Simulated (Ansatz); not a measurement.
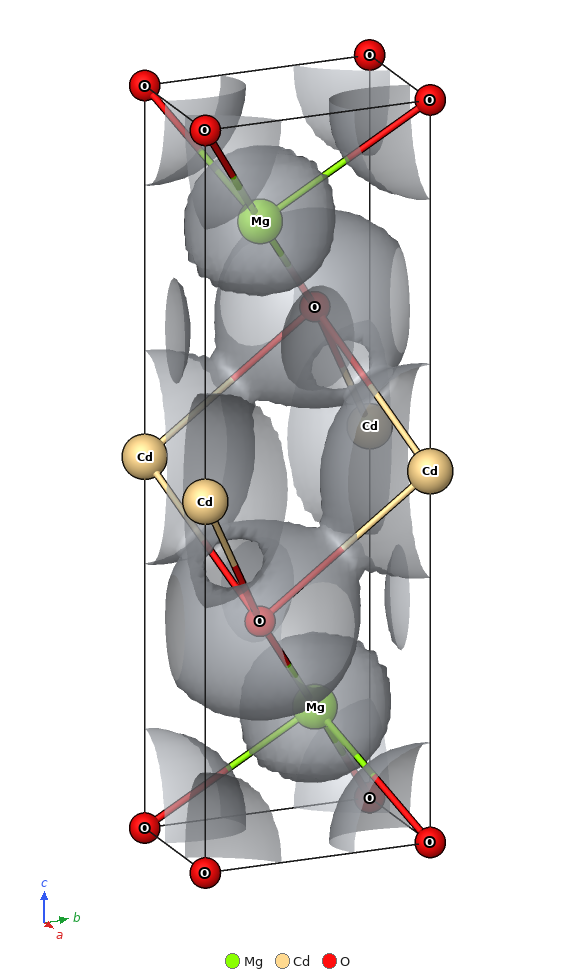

*Mg₂CdO₃. Isosurface of the valence charge density (pseudo) at 0.3 e/Å³ (grey), seen slightly off an axis. Sticks mark near contacts.*

Space group P-3m1; a structure generated by program, which may or may not match a known phase.

Method: DFT PBE, scalar-relativistic, plane waves, PAW (Ansatz).

In a PAW calculation such maps are meaningful between the atoms, not at the nuclei.

```cif
data_structure
_symmetry_space_group_name_H-M 'P 1'
_symmetry_Int_Tables_number 1
_cell_length_a 3.1181
_cell_length_b 3.1181
_cell_length_c 7.7863
_cell_angle_alpha 90.000
_cell_angle_beta 90.000
_cell_angle_gamma 120.000
_cell_volume 65.56
loop_
_atom_site_label
_atom_site_type_symbol
_atom_site_fract_x
_atom_site_fract_y
_atom_site_fract_z
_atom_site_occupancy
Mg1 Mg 0.66667 0.33333 0.84374 1
Mg2 Mg 0.33333 0.66667 0.15626 1
Cd1 Cd 0.00000 0.00000 0.50000 1
O1 O 0.33333 0.66667 0.69497 1
O2 O 0.66667 0.33333 0.30503 1
O3 O 0.00000 0.00000 0.00000 1
```

**What does this surface tell about the bonding?**

At this value the density is joined into sheets; it holds about 90 % of the electrons treated as valence (semicore included). It bridges the shortest Cd–O (2.35 Å) contacts, where the density stays above the isovalue. It is pinched off along the shortest Mg–O (2.14 Å) contacts. On the grid the lowest density along these lines, outside the cores, is 0.25 e/Å³ (Mg–O, 2.14 Å) and 0.35 e/Å³ (Cd–O, 2.35 Å).
